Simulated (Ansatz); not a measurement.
# TiSiH2 (quintet): one geometry, many settings

What do other methods and options give for TiSiH2 (quintet) at this geometry, and how long do they take?

The runs use Ansatz 0.2.0, Gaussian basis; the settings change from run to run.

17 further runs of the same task are left out: 3 that didn't finish, 14 set aside as unsound or not needed.

## (1) What is computed

The geometry is a PBE0/def2-TZVP stationary point (not a proven minimum).

4 atoms, charge 0, spin multiplicity 5.

Atoms are counted from 1 here; the program's logs count them from 0.

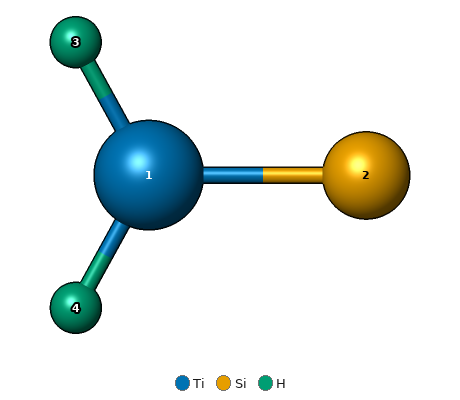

The geometry (titanium blue, silicon amber, hydrogen teal); atoms are numbered from 1 in the order of the file.

As a file:

```
Ti    0.0000    0.0000    0.8765
Si    0.0000    0.0000   -1.6168
H     0.0000    1.5279    1.7139
H     0.0000   -1.5279    1.7139
```

## (2) CASCI(8,8)/STO-3G

Input file in.yaml:

```yaml
crystal:
  periodic: [false, false, false]
  atoms:
    - {symbol: Ti, position_ang: [0.000000, 0.000000, 0.876466]}
    - {symbol: Si, position_ang: [0.000000, 0.000000, -1.616810]}
    - {symbol: H, position_ang: [0.000000, 1.527869, 1.713949]}
    - {symbol: H, position_ang: [0.000000, -1.527869, 1.713949]}
basis:
  gaussian: {orbitals: STO-3G, fitting: {mean_field: def2-universal-jkfit}, point_charges: [{charge: 1.00, position_ang: [4.492, -0.337, -0.324]}]}
magnetization: {spin_polarized: false, initial_magnetization: 4}
hamiltonian: {pseudopotentials: {relativity: none}}
correlation: {active_space: {window: {electrons: 8, orbitals: 8}, fixed_orbitals: true, states: [{multiplicity: 5, weights: [1, 1, 0.5]}], root: 1}}
```

Run with:

```
> ansatz run in.yaml --threads 1 --pin off --events-out ev --progress --plain --max-ram 2393MiB
```

Standard output:

```text
Functional definition: HF
  name "HF"
  cite "Fock, Z. Phys. 61, 126 (1930) doi:10.1007/BF01340294"
  parent pbe
  exchange = exact_x
  correlation = 0
428 factors; integrals over basis functions are off by at most 1.1e-2 eV
mean field evaluation 1: about -30647.7017 eV, gradient 1.7e1 eV
mean field evaluation 2: about -30649.3486 eV, gradient 8.0e0 eV
mean field evaluation 4: about -30650.0404 eV, gradient 8.5e-1 eV
mean field evaluation 8: about -30650.0781 eV, gradient 2.5e-6 eV
mean field evaluation 16: about -30649.9606 eV, gradient 1.7e0 eV
mean field -30650.07808666 eV, -1126.3695943158 hartree, gradient 2.5e-6 eV, S^2 6.000000; 5 other end points of the search recorded, 0 dependent functions left out
reference -30650.07808666 eV, -1126.3695943158 hartree; 21, 17 occupied and 8, 12 virtual orbitals, 428 factors
state -30650.15337619 eV, -1126.3723611549 hartree
state -30647.68340210 eV, -1126.2815912814 hartree
state -30647.45506812 eV, -1126.2732001623 hartree
Total energy: -30647.68340210 eV, -1126.2815912814 hartree
```

Run time: 0.9 s. Hardware: 1 thread of Arm Neoverse V1, shared host.

From the report: 784 determinants; active occupations (of the averaged states) 2.00, 1.99, 1.00, 1.00, 1.00, 0.40, 0.40, 0.20.

## (3) MP2 on UHF/def2-SVP

Input file in.yaml:

```yaml
crystal:
  periodic: [false, false, false]
  atoms:
    - {symbol: Ti, position_ang: [0.000000, 0.000000, 0.876466]}
    - {symbol: Si, position_ang: [0.000000, 0.000000, -1.616810]}
    - {symbol: H, position_ang: [0.000000, 1.527869, 1.713949]}
    - {symbol: H, position_ang: [0.000000, -1.527869, 1.713949]}
basis:
  gaussian: {orbitals: def2-SVP}
magnetization: {spin_polarized: true, initial_magnetization: 4}
correlation: {method: mp2, electrons: outside_noble_gas}
accuracy: high
```

The command is unchanged.

Standard output (excerpt; [...] marks lines left out):

```text
Functional definition: HF
  name "HF"
  cite "Fock, Z. Phys. 61, 126 (1930) doi:10.1007/BF01340294"
  parent pbe
[...]
1243 factors; integrals over basis functions are off by at most 3.9e-9 eV
[...]
mean field -30971.65866979 eV, -1138.1874627706 hartree, gradient 2.0e-8 eV, S^2 6.051812; 22 other end points of the search recorded, 0 dependent functions left out
14 core orbitals not correlated: weight in the atoms' cores, before any rotation towards them, 0.999 or more for the frozen orbitals, at most 0.000 for the correlated occupied ones
reference -30971.65866979 eV, -1138.1874627706 hartree; 7, 3 occupied and 38, 42 virtual orbitals, 1243 factors
second order -3.63003098 eV of doubles, -0.00000000 eV of singles
Total energy: -30975.28870077 eV, -1138.3208639487 hartree
```

It took 15 s on 1 thread of Arm Neoverse V1, shared host.

From the report: ⟨S²⟩ of the determinant 6.052 (pure quintet: 6.00).

## (4) CCSD on ROHF/def2-SVP

in.yaml, as its differences from that of step 3:

```diff
@@ -9,4 +9,4 @@
   gaussian: {orbitals: def2-SVP}
-magnetization: {spin_polarized: true, initial_magnetization: 4}
-correlation: {method: mp2, electrons: outside_noble_gas}
-accuracy: high
+magnetization: {spin_polarized: false, initial_magnetization: 4}
+correlation: {method: ccsd, electrons: outside_noble_gas, diis_vectors: 12}
+scf: {omitted_lower_state_checks: [cluster_reference]}
```

The command is unchanged.

Standard output (excerpt; [...] marks lines left out):

```text
Functional definition: HF
  name "HF"
  cite "Fock, Z. Phys. 61, 126 (1930) doi:10.1007/BF01340294"
  parent pbe
[...]
622 factors; integrals over basis functions are off by at most 1.0e-3 eV
[...]
mean field -30971.53033484 eV, -1138.1827465483 hartree, gradient 2.9e-6 eV, S^2 6.000000; 21 other end points of the search recorded, 0 dependent functions left out
14 core orbitals not correlated: weight in the atoms' cores, before any rotation towards them, 0.999 or more for the frozen orbitals, at most 0.000 for the correlated occupied ones
reference -30971.53033484 eV, -1138.1827465483 hartree; 7, 3 occupied and 38, 42 virtual orbitals, 622 factors
second order -3.69510636 eV of doubles, -0.02693325 eV of singles
cycle   1  -4.28302412 eV  change   -5.6e-1 eV  update   1.2e-1
[...]
cycle  17  -4.76317213 eV  change    5.8e-6 eV  update   6.3e-6
Total energy: -30976.29350697 eV, -1138.3577898953 hartree
Checks for a lower state left out: cluster_reference
```

Run time: 9 s. Hardware: 1 thread of Arm Neoverse V1, shared host.

From the report: correlation -4.7632 eV; T1 0.052; largest double amplitude 0.06.

## (5) CCSD on UHF/def2-SVP

in.yaml, as its differences from that of step 4:

```diff
@@ -9,4 +9,3 @@
   gaussian: {orbitals: def2-SVP}
-magnetization: {spin_polarized: false, initial_magnetization: 4}
-correlation: {method: ccsd, electrons: outside_noble_gas, diis_vectors: 12}
-scf: {omitted_lower_state_checks: [cluster_reference]}
+magnetization: {spin_polarized: true, initial_magnetization: 4}
+correlation: {method: ccsd, electrons: outside_noble_gas}
```

Launched as before.

Standard output (excerpt; [...] marks lines left out):

```text
Functional definition: HF
  name "HF"
  cite "Fock, Z. Phys. 61, 126 (1930) doi:10.1007/BF01340294"
  parent pbe
[...]
622 factors; integrals over basis functions are off by at most 1.0e-3 eV
[...]
mean field -30971.65861995 eV, -1138.1874609390 hartree, gradient 3.0e-6 eV, S^2 6.051812; 34 other end points of the search recorded, 0 dependent functions left out
determinant -30971.65861995 eV, -1138.1874609390 hartree, with singles and doubles -30976.32575621 eV, -1138.3589750329 hartree
determinant -30971.45136470 eV, -1138.1798444491 hartree, with singles and doubles -30976.09311578 eV, -1138.3504256547 hartree
determinant -30971.35696731 eV, -1138.1763754088 hartree, with singles and doubles -30975.88738213 eV, -1138.3428650826 hartree
determinant -30970.20311698 eV, -1138.1339721914 hartree, with singles and doubles -30974.87820227 eV, -1138.3057784069 hartree
[...]
determinant -30968.80083460 eV, -1138.0824392642 hartree, with singles and doubles -30972.89660980 eV, -1138.2329562267 hartree
determinant -30971.65861995 eV, -1138.1874609390 hartree, with singles and doubles -30976.33302707 eV, -1138.3592422323 hartree
determinant -30971.45136470 eV, -1138.1798444491 hartree, with singles and doubles -30976.09881063 eV, -1138.3506349368 hartree
determinant -30971.35696731 eV, -1138.1763754088 hartree, with singles and doubles -30975.89240364 eV, -1138.3430496197 hartree
14 core orbitals not correlated: weight in the atoms' cores, before any rotation towards them, 0.999 or more for the frozen orbitals, at most 0.000 for the correlated occupied ones
reference -30971.65861995 eV, -1138.1874609390 hartree; 7, 3 occupied and 38, 42 virtual orbitals, 622 factors
second order -3.63002038 eV of doubles, -0.00000000 eV of singles
cycle   1  -4.67440761 eV  change   -4.9e-7 eV  update   3.2e-6
Total energy: -30976.33302757 eV, -1138.3592422504 hartree
```

It took 44 s on 1 thread of Arm Neoverse V1, shared host.

From the report: ⟨S²⟩ of the determinant 6.052 (pure quintet: 6.00); correlation -4.6744 eV; T1 0.047; largest double amplitude 0.06.

## (6) NEVPT2(16,10)/6-31G

in.yaml, as its differences from that of step 5:

```diff
@@ -8,4 +8,6 @@
 basis:
-  gaussian: {orbitals: def2-SVP}
-magnetization: {spin_polarized: true, initial_magnetization: 4}
-correlation: {method: ccsd, electrons: outside_noble_gas}
+  gaussian: {orbitals: 6-31G}
+magnetization: {spin_polarized: false, initial_magnetization: 4}
+correlation: {method: sc_nevpt2, electrons: valence, active_space: {window: {electrons: 16, orbitals: 10}, states: [{multiplicity: 5, weights: [1, 1, 1, 1]}]}}
+scf: {lower_state_search: light}
+output: {forces: true}
```

Launched as before.

Standard output (excerpt; [...] marks lines left out):

```text
Functional definition: HF
  name "HF"
  cite "Fock, Z. Phys. 61, 126 (1930) doi:10.1007/BF01340294"
  parent pbe
[...]
1004 factors; integrals over basis functions are off by at most 1.8e-7 eV
[...]
mean field -30974.62340746 eV, -1138.2964148703 hartree, gradient 2.6e-6 eV, S^2 6.000000; 22 other end points of the search recorded, 0 dependent functions left out
reference -30974.62340746 eV, -1138.2964148703 hartree; 21, 17 occupied and 25, 29 virtual orbitals, 1004 factors
state -30972.60922614 eV, -1138.2223950720 hartree
state -30970.35060405 eV, -1138.1393922411 hartree
state -30970.03583691 eV, -1138.1278247623 hartree
state -30969.27632354 eV, -1138.0999131605 hartree
state -30972.60922614 eV, -1138.2223950720 hartree; corrected -30977.30384103 eV, -1138.3949189873 hartree
state -30970.35060405 eV, -1138.1393922411 hartree; corrected -30974.90225676 eV, -1138.3066623932 hartree
[...]
state -30967.87748153 eV, -1138.0485066648 hartree; corrected -30972.93948768 eV, -1138.2345319597 hartree
state -30972.60922614 eV, -1138.2223950720 hartree; corrected -30977.30384103 eV, -1138.3949189873 hartree
state -30970.35060405 eV, -1138.1393922411 hartree; corrected -30974.90225676 eV, -1138.3066623932 hartree
state -30970.03583691 eV, -1138.1278247623 hartree; corrected -30974.61531663 eV, -1138.2961175379 hartree
state -30969.27632354 eV, -1138.0999131605 hartree; corrected -30973.81384573 eV, -1138.2666640255 hartree
[...]
Total energy: -30975.15881504 eV, -1138.3160907360 hartree
Atom 0 at     0.000000     0.000000     0.876466 Å, force     0.000000     0.000000    -0.431162 eV/Å
Atom 1 at     0.000000     0.000000    -1.616810 Å, force    -0.000000    -0.000000    -1.057268 eV/Å
Atom 2 at     0.000000     1.527869     1.713949 Å, force    -0.000000     1.549381     0.744215 eV/Å
Atom 3 at     0.000000    -1.527869     1.713949 Å, force     0.000000    -1.549381     0.744215 eV/Å
Dipole moment:    -0.000000    -0.000000     0.457255 e Å
```

Wall time 70 s (1 thread of Arm Neoverse V1, shared host).

From the report: 110 determinants; active occupations (of the averaged states) 2.00, 2.00, 2.00, 2.00, 1.75, 1.50, 1.50, 1.25, 1.00, 1.00.

## (7) The runs in one table

```tsv
level	correlated	functions	energy (eV)	time
CASCI(8,8)/STO-3G (excited root 1 of an average, beside a point charge)		29	-30647.6834	0.9 s
MP2 on UHF/def2-SVP	outside noble gas	59	-30975.2887	15 s
CCSD on ROHF/def2-SVP	outside noble gas	59	-30976.2935	9 s
CCSD on UHF/def2-SVP	outside noble gas	59	-30976.3330	44 s
NEVPT2(16,10)/6-31G (mean of several states)	valence	46	-30975.1588	70 s
```

## (8) Results

```
quantity                                                                           value
    runs                                                                               5
quickest  CASCI(8,8)/STO-3G (excited root 1 of an average, beside a point charge), 0.9 s
 slowest                              NEVPT2(16,10)/6-31G (mean of several states), 70 s
```

What this shows: Total energies in different bases, with other cores or another treatment of relativity can't be set against each other. NEVPT2(16,10)/6-31G (mean of several states) took 77 times as long as CASCI(8,8)/STO-3G (excited root 1 of an average, beside a point charge); the jobs differ in more than the method.
